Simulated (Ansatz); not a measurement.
# CHAuFI (SMILES F[CH+][Au-][I]): what the fields show

```yaml
atoms:
  - { symbol: C, position_ang: [2.6163, -0.3154, -1.0831] }
  - { symbol: Au, position_ang: [1.1670, -0.0725, -2.3185] }
  - { symbol: F, position_ang: [2.8201, -1.3978, -0.3868] }
  - { symbol: I, position_ang: [-0.7547, 0.3073, -3.9850] }
  - { symbol: H, position_ang: [3.4176, 0.4106, -0.8290] }
```

Geometry: r2SCAN-D4/def2-SVP; core potentials replace the inner electrons of Au and I.

The calculation used Ansatz 0.2.0, isolated molecule in a Gaussian basis; Kohn-Sham density functional theory, functional PBE0.

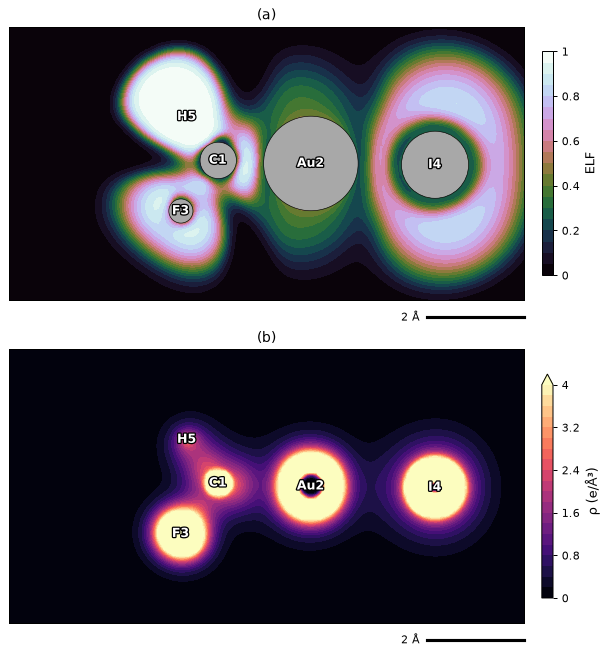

Figure 1. (a) ELF; (b) electron density on the molecular plane. Grey discs cover the atomic cores in the ELF map.

Read the bonding off the picture.

- The section cuts through C, Au, F, I and H sites.
- C–F (1.30 Å): the density is about 2.6 e/Å³ at the midpoint; the ELF peaks at about 0.80 between the atoms: a polar covalent bond.
- C–Au (1.92 Å): ρ at the midpoint is about 1.3 e/Å³; the ELF peaks at about 0.90 in the valence shell of C, 0.6 Å from its nucleus, and is about 0.30 at the midpoint.
- Au–I (2.57 Å): ρ is about 0.58 e/Å³ halfway; the ELF peaks at about 0.65 in the valence shell of I, 1.2 Å from its nucleus, and is about 0.55 at the midpoint.
- C–H (1.11 Å): the density is about 2.1 e/Å³ at the midpoint; the ELF climbs to about 1 towards the hydrogen, as it does in any bond to H (a covalent bond by its length).
- The ELF also peaks beside F3, away from the bonds: lone-pair regions.

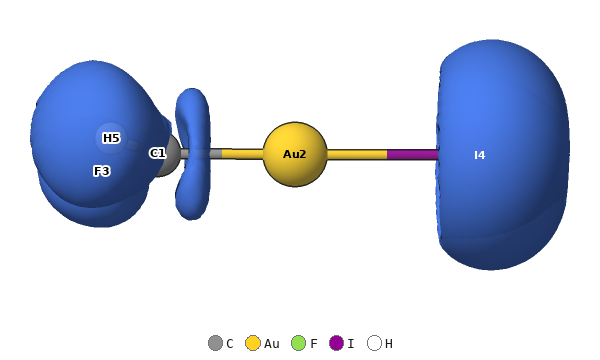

Figure 2. Isosurface of the electron localisation function at 0.75 (blue), seen from one side. Only the valence region is drawn (cores and ρ < 0.01 e/Å³ removed).

Where are the electrons localised?

At this value the surface marks out one region around a hydrogen nucleus, one lobe of the valence shell of C pointing towards Au (polar bonds), one region on F in which the atom's valence shell and bonds are merged and one ring or bowl of non-bonding electrons around I.

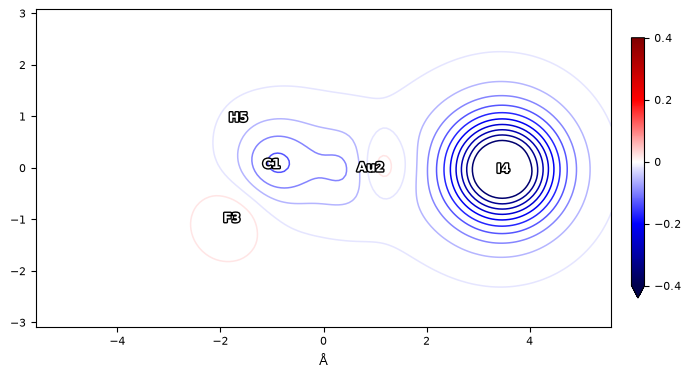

Figure 3. The HOMO−1 on a plane 0.8 Å above the molecular plane (values in Å⁻³ᐟ²; the overall sign is arbitrary).

Describe this orbital and give its energy.

By Hirshfeld shares it lies mainly on I4 (about 85 %) and Au2 (about 10 %); it changes sign across the molecular plane (π type). Its energy is −7.13 eV.
